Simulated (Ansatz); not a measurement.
**AgCl (rock salt), map of one atom of the cell**

Relaxed AgCl (rock salt):

```
AgCl
1.0
    0.00000     5.61150     5.61150
    2.80575     0.00000     2.80575
    2.80575     2.80575     0.00000
Cl Ag
2 2
Direct
  0.00000   0.00000   0.00000
  0.50000   0.00000   0.00000
  0.25000   0.50000   0.50000
  0.75000   0.50000   0.50000
```

In this cell atom 1 (Cl, nearest neighbour Ag at 2.806 Å; its periodic images, 4.0 Å or more away, move with it) is moved by u·(1.000, 0.000, 0.000) + v·(0.000, 0.000, 1.000); the rest is frozen.

The numbers are results of PBE (plane waves to 420 eV, PAW, scalar-relativistic; Ansatz, a quantum-chemistry and plane-wave program), not measurements. k mesh 4×8×8 (Γ-centred), Fermi-Dirac smearing 0.05 eV. Energies are smeared free energies. Compression counts positive. AgCl was relaxed with its symmetry unable to fall. The zero of ΔE is the undisplaced structure. Axes are in Å.

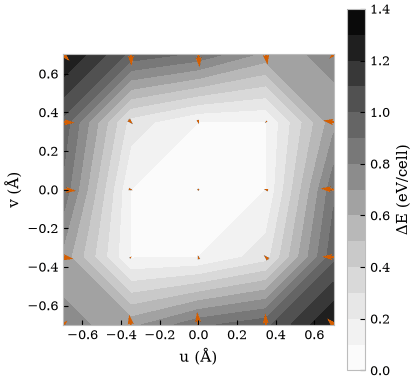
*ΔE (eV/cell) over the plane, with arrows for the in-plane force on the moved atom.*

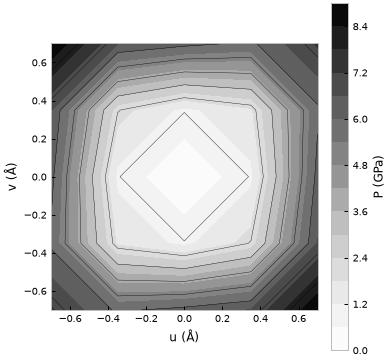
Figure. P (GPa) over the 5×5 grid of computed points.

Highest place on the grid, met at several equal points: u = 0.700 Å, v = -0.700 Å; u = -0.700 Å, v = 0.700 Å (1319 meV/cell). Lowest place on the grid: u = 0.000 Å, v = 0.000 Å (0 meV/cell).

(For displaced atoms, the force is minus the slope of the energy, and its curvature is a force constant, which sets phonon frequencies.)
